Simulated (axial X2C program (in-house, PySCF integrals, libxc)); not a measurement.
# TaSH: Ω levels from open-shell CI on d3 s1 p(π)0

Aim: the spin–orbit levels of TaSH that arise from the configuration d3 s1 p(π)0 of Ta, and how they move with the bond.

Computed with an in-house X2C program for linear molecules on PySCF integrals. Level: two-component X2C, average-of-configuration Hartree–Fock and CI in the open shells.

All values are calculated.

## (1) The job

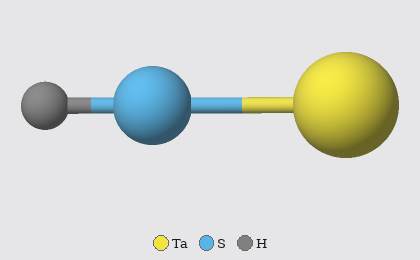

The atoms on one line, bonds 2.414 and 1.340 Å (tantalum yellow, sulfur blue, hydrogen grey).

task.json reads:

```json
{"zs": [73, 16, 1], "q": 0, "bas": ["dyall-v3z", "dyall-av3z", "dyall-v3z"], "r0": 2.49, "metal": 0, "shells": [[2, [0, 1, 2], 3], [0, [0], 1], [1, [1], 0]], "fix": 0, "emax": 3.2, "nroots": 4, "r2": 1.34}
```

Keys: zs atomic numbers; q charge; bas basis sets; r0 starting distance in Å; metal index of the metal atom; shells open shells as [l, |m| values, electrons]; fix electron count of the first shell held; emax energy window in eV; nroots roots for each Ω; r2 second bond in Å, held.

Command:

```bash
$ python soci.py task.json out
```

Two-component X2C with atomic mean-field Coulomb and Gaunt terms, basis Ta dyall-v3z, S dyall-av3z, H dyall-v3z (cores contracted in-house). Orbitals come from Hartree–Fock averaged over the configuration Ta d3 s1 p(π)0; CI then distributes these electrons over the d, s, p(π) shells of Ta.

## (2) CI at Ta–S–H held linear, bonds 2.414 and 1.340 Å (the second held)

Output:

```text
average of configuration d3 s1 p(π)0
basis functions 246  fitting functions 1317
iter      average energy  largest gradient
   1     -15991.544207358   2.06e+01
   2     -15992.571892261   1.98e+01
   3     -15993.789540757   1.86e+01
   4     -15994.963767416   1.68e+01
   5     -15996.321032858   1.22e+01
   6     -15997.013939854   7.40e+00
   7     -15997.397696741   2.61e+00
   8     -15997.462038920   1.24e+00
   9     -15997.482783758   1.13e+00
  10     -15997.497278156   7.12e-01
  11     -15997.504316839   2.33e-01
  12     -15997.505993298   8.40e-02
  13     -15997.506366570   2.59e-02
  14     -15997.506526038   2.13e-02
  15     -15997.506660816   1.57e-02
  16     -15997.506739732   1.71e-02
  17     -15997.506766315   1.02e-02
  18     -15997.506780013   4.71e-03
  19     -15997.506783426   4.37e-03
  20     -15997.506784054   1.62e-03
  21     -15997.506784188   4.46e-04
  22     -15997.506784217   3.21e-04
  23     -15997.506784230   2.56e-04
  24     -15997.506784233   1.26e-04
  25     -15997.506784234   3.39e-05
  26     -15997.506784235   1.71e-05
converged
CI levels
2*Omega        energy/Eh    cm-1   g(par)  dipole/D  leading shell counts
    0    -15997.61224426        0   0.000   -1.265  {'3 1 0': 0.981}
    2    -15997.61077966      321   3.568   -1.256  {'3 1 0': 0.981}
    4    -15997.60599100     1372   6.818   -1.250  {'3 1 0': 0.977}
    0    -15997.60301235     2026   0.000   -1.501  {'3 1 0': 0.939}
    2    -15997.60271961     2090   0.700   -1.150  {'3 1 0': 0.964}
    4    -15997.59900887     2905   3.934   -1.150  {'3 1 0': 0.832, '2 2 0': 0.138}
    2    -15997.59860662     2993   2.095   -1.260  {'3 1 0': 0.972}
    0    -15997.59714965     3313   0.000   -0.800  {'2 2 0': 0.477, '3 1 0': 0.421, '4 0 0': 0.062}
    6    -15997.59669465     3413   8.921   -1.414  {'3 1 0': 0.954}
    0    -15997.59620077     3521   0.000   -1.438  {'3 1 0': 0.952, '4 0 0': 0.032}
    4    -15997.59465990     3859   3.109   -1.205  {'3 1 0': 0.538, '2 2 0': 0.41}
    2    -15997.59259935     4312   3.585   -0.777  {'3 1 0': 0.466, '2 2 0': 0.43, '4 0 0': 0.067}
    4    -15997.59199612     4444   4.467   -1.167  {'3 1 0': 0.976}
    0    -15997.59021549     4835   0.000   -1.579  {'3 1 0': 0.933, '4 0 0': 0.044}
    6    -15997.58989920     4904   7.365   -1.157  {'3 1 0': 0.973}
    0    -15997.58736902     5459   0.000   -1.501  {'3 1 0': 0.945, '4 0 0': 0.03}
    8    -15997.58673775     5598  10.793   -1.231  {'3 1 0': 0.961}
    6    -15997.58206970     6623   6.398   -1.378  {'3 1 0': 0.574, '2 2 0': 0.375}
    0    -15997.58202030     6633   0.000   -1.055  {'3 1 0': 0.512, '2 2 0': 0.394, '4 0 0': 0.056}
    0    -15997.58137606     6775   0.000   -1.207  {'3 1 0': 0.508, '2 2 0': 0.369, '4 0 0': 0.086}
    8    -15997.57896648     7304  10.798   -1.375  {'3 1 0': 0.933, '2 2 0': 0.032}
   10    -15997.57886691     7325  13.831   -0.976  {'3 1 0': 0.994}
    6    -15997.57881346     7337   7.390   -1.385  {'3 1 0': 0.777, '2 2 0': 0.165, '4 0 0': 0.038}
    8    -15997.56980860     9314  10.178   -1.394  {'2 2 0': 0.487, '3 1 0': 0.445, '4 0 0': 0.032}
    8    -15997.54997937    13666   7.974   -1.352  {'3 1 0': 0.929, '4 0 0': 0.046}
   10    -15997.54565417    14615  11.711   -1.341  {'3 1 0': 0.946, '4 0 0': 0.038}
   10    -15997.52735255    18632  10.464   -1.296  {'3 1 0': 0.98}
   12    -15997.52688359    18735  14.003   -1.383  {'3 1 0': 0.988}
   10    -15997.51681863    20944  11.953   -1.718  {'3 1 0': 0.888, '4 0 0': 0.084}
```

Dipoles in the output refer to the first atom as origin.

Wall time 3.5 s (1 thread of Arm Neoverse V1, shared host); peak memory 0.45 GiB.

Active spinors (ω > 0; filled shells left out):

```csv
shell,ω,ε (eV),character
d,3/2,-0.98,98% Ta d
d,1/2,-0.75,"83% Ta d, 8% Ta p"
d,5/2,-0.65,99% Ta d
d,1/2,-0.32,"84% Ta d, 6% Ta p"
d,3/2,-0.27,"86% Ta d, 4% Ta p, 3% S p"
s,1/2,-3.64,"62% Ta s, 23% Ta p, 7% S p"
p(π),1/2,1.51,"77% Ta p, 7% Ta d, 7% S d"
p(π),3/2,1.56,"79% Ta p, 7% Ta d, 7% S d"
```

The levels:

```csv
Ω,energy (cm⁻¹),g∥,μ (D),configuration
0,0,0.00,-1.26,98% d3 s1
1,321,3.57,-1.26,98% d3 s1
2,1372,6.82,-1.25,98% d3 s1
0,2026,0.00,-1.50,94% d3 s1
1,2090,0.70,-1.15,96% d3 s1
2,2905,3.93,-1.15,83% d3 s1 + 14% d2 s2
1,2993,2.10,-1.26,97% d3 s1
0,3313,0.00,-0.80,48% d2 s2 + 42% d3 s1
3,3413,8.92,-1.41,95% d3 s1
0,3521,0.00,-1.44,95% d3 s1
2,3859,3.11,-1.20,54% d3 s1 + 41% d2 s2
1,4312,3.59,-0.78,47% d3 s1 + 43% d2 s2
2,4444,4.47,-1.17,98% d3 s1
0,4835,0.00,-1.58,93% d3 s1
3,4904,7.37,-1.16,97% d3 s1
0,5459,0.00,-1.50,94% d3 s1
4,5598,10.79,-1.23,96% d3 s1
3,6623,6.40,-1.38,57% d3 s1 + 38% d2 s2
0,6633,0.00,-1.06,51% d3 s1 + 39% d2 s2
0,6775,0.00,-1.21,51% d3 s1 + 37% d2 s2
```

g∥ is the magnitude of 2⟨Lz + ge Sz⟩ for the +Ω component. μ is positive if the H end is positive.

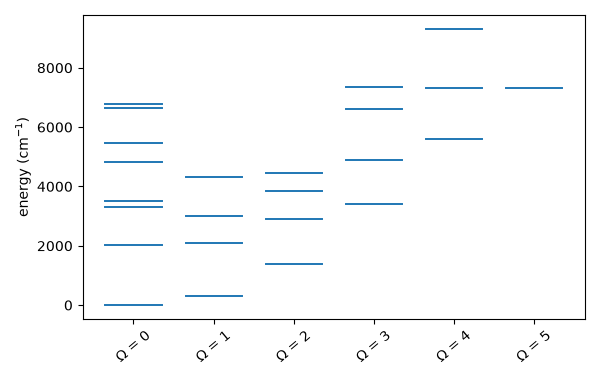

The lowest levels by Ω.

## (3) The same at Ta–S–H held linear, bonds 2.849 and 1.340 Å (the second held)

```csv
Ω,energy (cm⁻¹),g∥,μ (D),configuration
0,0,0.00,-5.02,99% d3 s1
1,330,2.92,-5.00,99% d3 s1
2,1315,5.84,-5.01,98% d3 s1
0,1403,0.00,-5.16,98% d3 s1
1,1583,0.99,-4.88,99% d3 s1
1,2656,1.90,-4.97,99% d3 s1
2,2720,4.65,-4.85,98% d3 s1
0,2746,0.00,-5.13,98% d3 s1
3,2859,8.55,-5.06,98% d3 s1
0,4041,0.00,-5.22,98% d3 s1
```

## (4) Curves along the Ta–S bond, the other held

The same input was run at the other distances (logs left out). Energies in cm⁻¹ from the lowest point; levels are followed by energy order within each Ω.

```csv
R (Å),(1)Ω=0,(1)Ω=1,(1)Ω=2,(2)Ω=0,(2)Ω=1,(2)Ω=2,(3)Ω=1
2.245,1180,1472,2466,3365,3517,3731,4405
2.330,192,501,1535,2397,2414,2990,3289
2.414,0,321,1372,2026,2090,2905,2993
2.511,462,792,1843,2295,2410,3367,3359
2.607,1407,1742,2779,3084,3232,4266,4225
2.716,2846,3181,4196,4381,4551,5642,5585
2.849,4884,5214,6199,6287,6467,7604,7540
```

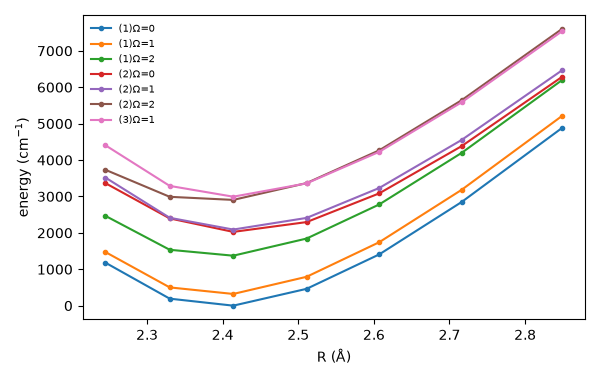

The lowest levels along the scan.

Constants where the minimum is well bracketed:

```csv
level of the curve,Te (cm⁻¹),Re (Å),ωe (cm⁻¹)
(1)Ω=0,0,2.397,319.2
(1)Ω=1,319,2.395,319.1
(1)Ω=2,1368,2.393,315.3
(2)Ω=1,2103,2.416,309.4
(2)Ω=2,2887,2.385,294.6
(3)Ω=1,3005,2.410,315.9
```

## (5) What came out

| quantity | value |
| --- | --- |
| lowest level of the model | Ω = 0, g∥ = 0.00, 98% d3 s1 |
| next level | Ω = 1, 321 cm⁻¹ higher |
| lowest curve, Re and ωe | 2.397 Å, 319.2 cm⁻¹ |

From 2.414 to 2.849 Å the gap from the lowest to the fifth level goes from 2090 to 1583 cm⁻¹. Without dynamic correlation distances can be off by several hundredths of an Å, and the wavenumbers are rough. Dynamic correlation is missing, so gaps between terms are too wide and other configurations may lie lower; the lowest level listed is that of this model, not necessarily the ground state. For d shells the ligand-field splittings (σ, π, δ) and their order can be off by a thousand cm⁻¹ or more. At most 4 roots were kept for each Ω > 0 (twice that for Ω = 0) within 3.2 eV of the lowest, so higher up levels can be missing between those listed; levels with Ω > 0 are doubly degenerate and listed once, Ω = 0 levels singly. Some active spinors are only partly of the character that their shell is named for, so the shell names and counts are nominal. States that fill the shells left empty in the average are placed too high. The molecule was held linear; bending was not examined. Hydrosulfides and their kin are strongly bent in nature, so this linear model does not describe the real molecule.
